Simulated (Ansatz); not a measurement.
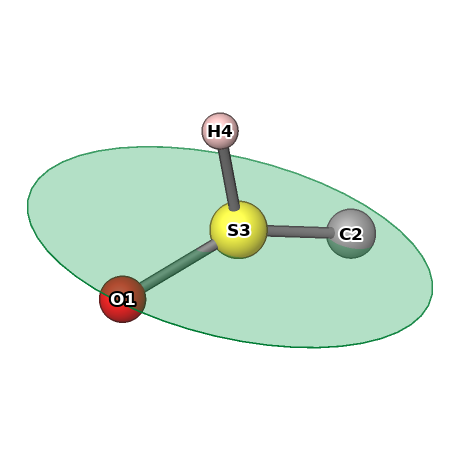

A disc through the centre of mass is drawn in. Atoms fade into the background with distance from the viewer. Charge −1, singlet. Computed geometry: PBE-D4/def2-SVPD optimisation. No frequency run is at hand to confirm it as a minimum.

Q: Is the plane of the disc a mirror plane of the structure?

A: No. The point group is Cs, with 1 mirror plane, and this plane isn't one of its mirror planes.
